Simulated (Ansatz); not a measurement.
Consider Be₇S.

```
Be S
1.0
     3.72569    0.00000    0.00000
    -1.86285    3.22654    0.00000
     0.00000    0.00000    6.76570
Be S
7 1
Direct
  0.00286 0.33551 0.35923
  0.66449 0.99714 0.64077
  0.00286 0.66735 0.64077
  0.66449 0.66735 0.35923
  0.33265 0.99714 0.35923
  0.33265 0.33551 0.64077
  0.33333 0.66667 0.00000
  0.00000 0.00000 0.00000
```

Space group P312; a generated structure, not necessarily the stable one.

Level of theory: DFT PBE, scalar-relativistic, plane waves, PAW (Ansatz 0.2.0).

### Predict the valence pseudo-density and electron localisation function between the atoms.

Be–S (2.15 Å): ρ is about 0.6 e/Å³ halfway; the ELF peaks at about 0.90 between the atoms.

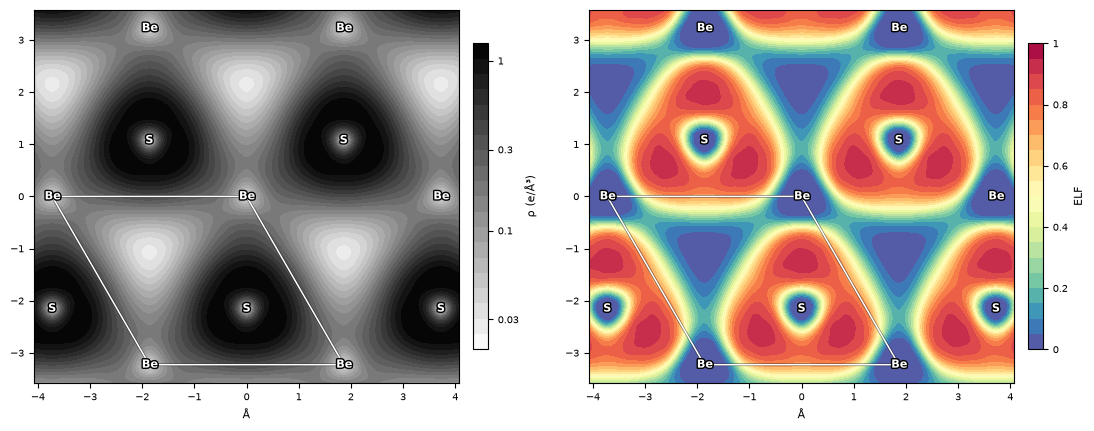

Computed valence pseudo-density and electron localisation function on the (001) plane of the conventional cell, in this order. 

Core electrons are frozen (PAW), and the valence fields are smoothed inside the atomic spheres.
